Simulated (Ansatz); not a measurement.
# CHGeO (quartet): the correlation ladder, cc-pVDZ

Aim: climb from Hartree-Fock through coupled cluster for CHGeO (quartet) at one geometry and basis, and see what each rung misses.

The runs use Ansatz 0.2.0, Gaussian basis; cc-pVDZ, core rule «outside noble gas», up to 16 orbitals frozen.

The runs, in order: UHF; CCSD(T) on ROHF; CCSD(T) on UHF; BCCD(T) on ROHF; CISD; CCSDT(Q) on ROHF; CCSDT(Q) on UHF.

22 further runs of the same task are left out: 11 that didn't finish, 11 set aside as unsound or not needed.

## 1. The system

The geometry is a PBE0/def2-TZVP stationary point (not a proven minimum). No spin-orbit coupling is included. The filled d shell of Ge may be among the frozen orbitals whatever the setting's name suggests; the logs give the count.

4 atoms, charge 0, spin multiplicity 4.

Atoms are counted from 1 here; the program's logs count them from 0.

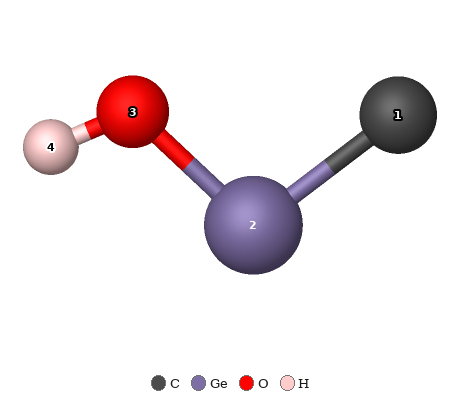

The geometry (carbon dark grey, germanium purple, oxygen red, hydrogen pink); atoms are numbered from 1 in the order of the file.

## 2. UHF

Input file in.yaml:

```yaml
crystal:
  periodic: [false, false, false]
  atoms:
    - {symbol: C, position_ang: [0.000000, -1.033092, 1.493061]}
    - {symbol: Ge, position_ang: [0.000000, 0.334803, 0.081537]}
    - {symbol: O, position_ang: [0.000000, -0.729085, -1.353363]}
    - {symbol: H, position_ang: [0.000000, -0.245076, -2.185226]}
basis:
  gaussian: {orbitals: cc-pVDZ}
magnetization: {spin_polarized: true, initial_magnetization: 3}
hamiltonian: {xc: hf}
output: {orbitals: {seedname: orbitals}}
```

Started as:

```bash
$ ansatz run in.yaml --threads 1 --pin off --events-out ev --progress --plain --max-ram 2393MiB
```

Further steps of the session: CCSD(T) on ROHF; CCSD(T) on UHF; BCCD(T) on ROHF; CISD; CCSDT(Q) on ROHF; CCSDT(Q) on UHF.

Q: Predict the results of all the runs planned. Wanted: UCCSDT(Q) below the RHF energy; RMP2 from UCCSDT(Q); UMP2 from UCCSDT(Q); RCCSD from UCCSDT(Q); RCCSD(T) from UCCSDT(Q); UCCSD(T) from UCCSDT(Q); RCCSDT(Q) from UCCSDT(Q); T1 diagnostic.

The runs gave:

| quantity | value |
| --- | --- |
| UCCSDT(Q) below the RHF energy | -10.1310 eV |
| RMP2 from UCCSDT(Q) | +29.33 kcal/mol |
| UMP2 from UCCSDT(Q) | +28.83 kcal/mol |
| RCCSD from UCCSDT(Q) | +8.84 kcal/mol |
| RCCSD(T) from UCCSDT(Q) | +1.95 kcal/mol |
| UCCSD(T) from UCCSDT(Q) | +1.90 kcal/mol |
| RCCSDT(Q) from UCCSDT(Q) | +0.15 kcal/mol |
| levels within 1 kcal/mol (43 meV) | RCCSDT, UCCSDT, RCCSDT(Q) |
| T1 diagnostic | 0.039 |

In words: RCCSD(T) lands +1.95 kcal/mol from the yardstick (0.8 % of the correlation energy). These misses are within one basis, not against nature; the frozen cores of restricted and unrestricted runs differ, which can shift their rows.
